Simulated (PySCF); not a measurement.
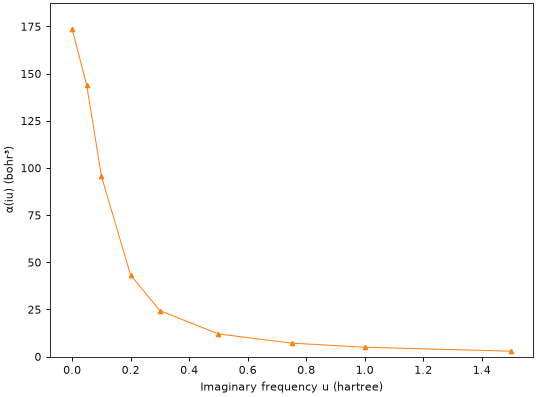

Dipole polarisability at imaginary frequency of an atom or ion with 38 electrons in the configuration [Kr] 5s². Coupled response at the wB97M-V level; PySCF, ANO-RCC-VTZP, spin-free X2C-1e, unrestricted single determinants, no spin-orbit coupling.

### Which species is it, and what does the curve give?

The Sr atom. The static dipole polarisability is 174 bohr³ (the recommended value is 197); α(iu) falls to half of it near u = 0.11 hartree. The Casimir–Polder integral gives C₆ = 2580 hartree bohr⁶ for two such species.

Note: basis without added diffuse functions.
